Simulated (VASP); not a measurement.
Band structure of CuAu (L1_0). All values below come from revTPSS meta-GGA, VASP's PBE PAW potentials (set 64) (plane waves; VASP 6.6.1).

Unless said otherwise, spin-orbit coupling is left out, though it shifts the bands of the heavy elements here.

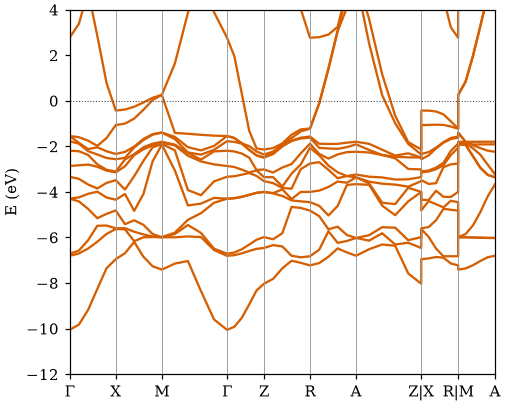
Fig. 1. Bands along high-symmetry lines, zero at the valence-band maximum or, without a gap, the Fermi level

Problem. Read the plot: is there a gap, and where are the band edges?

Solution. It has no gap at this level: it comes out as a metal or semimetal.

The compound is CuAu in the L1_0 structure. It was relaxed first.
